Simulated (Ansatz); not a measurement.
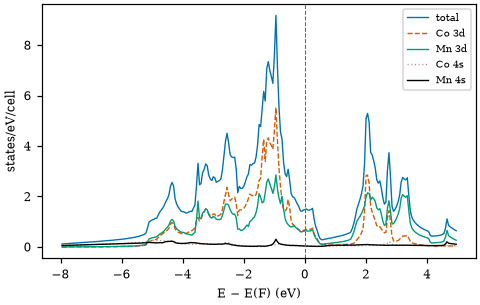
Total and projected density of states of MnCo (CsCl type, Pm-3m), plane-wave PAW r²SCAN (Ansatz code)

Which orbitals carry the states next to the Fermi level?

Within 0.5 eV of the Fermi level: Co 3d 46 %, Mn 3d 41 %, outside the projected shells 7 %. Projections are on Löwdin-orthogonalised atomic valence shells; empty p or d shells of many metals are not among them.

Where is the tallest occupied peak in this window, and what makes it?

Near -0.9 eV, about 9.2 states/eV per cell; the largest projected share is Co 3d.

The workflow started from a Materials Project entry (that database holds measured and hypothetical structures alike); the Crystallography Open Database copy checked does not list it. With Mn and Co taken as one species the cell has the higher symmetry Im-3m, so it may be an ordered model of a mixed-site phase. Whether it is the stable phase at ambient conditions was not checked. The r²SCAN relaxation kept the symmetry of its start; its stability against distortions is not shown here. Magnetic state: ferromagnetic, chosen from 5 collinear starts compared on coarse meshes (ties went to the first, and starts can fall back to one state), not a proven ground state. Other orbital occupations within this spin state were not tried.

Potentials: the later of the program's two PAW sets.
